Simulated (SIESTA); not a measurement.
Band structure of Ti₃In (Fm-3m, 4 atoms in the cell).

```
Ti3In
1.0
    0.00000     3.32106     3.32106
    3.32106     0.00000     3.32106
    3.32106     3.32106     0.00000
Ti In
3 1
Direct
  0.75000   0.75000   0.75000
  0.25000   0.25000   0.25000
  0.00000   0.00000   0.00000
  0.50000   0.50000   0.50000
```
Moments meant for the start (each program seeds them in its own way; μB, in the order of the atoms Ti Ti Ti In): 0.0 0.0 1.0 0.0.

Computed with SIESTA with GGA PBEsol, numerical atomic orbitals DZP, PseudoDojo PBEsol standard norm-conserving potentials (rewritten from UPF to PSML).

Settings: XC.functional = GGA; XC.authors = PBEsol; potentials = PseudoDojo PBEsol standard; PAO.BasisSize = DZP; PAO.EnergyShift = 0.01 Ry; MeshCutoff = 400 Ry; kgrid.MonkhorstPack = 8 8 8; OccupationFunction = FD; ElectronicTemperature = 1160.45 K; Spin = polarized; DM.InitSpin = [1 +0.00, 2 +0.00, 3 +1.00, 4 +0.00]; MaxSCFIterations = 150; SCF.Mixer.Method = Pulay; SCF.Mixer.Weight = 0.1.

The starting cell comes from a database of computed structures (which also holds hypothetical and non-ambient phases and stackings), without a prior relaxation at this level. The magnetic order is the one reached from the typed start; others were not searched systematically. Values carry the incompleteness of an atom-centred basis.

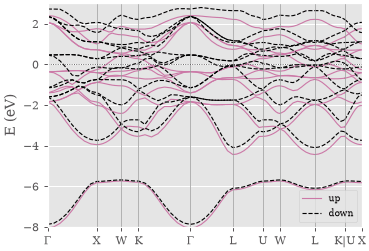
Fig. 1. Bands along the path, energies from the Fermi level.

Levels in eV from the Fermi level, bands 22 to 27 of the first spin channel:
```tsv
point	22	23	24	25	26	27
Γ	-1.41	-1.41	-0.36	-0.36	-0.36	2.06
X	-0.89	-0.89	-0.41	-0.41	-0.26	0.72
W	-1.06	-0.56	-0.56	-0.34	0.48	0.48
K	-1.40	-0.68	-0.32	-0.24	0.28	0.37
L	-0.74	-0.66	-0.66	-0.12	-0.12	0.73
U	-1.40	-0.68	-0.32	-0.24	0.28	0.37
```

Bands cross the Fermi level along this path, so the cell is metallic at this level.

Higher empty bands are left out: an atom-centred basis made for the valence describes them poorly.

The net moment of the cell came out as 1.84 μB.
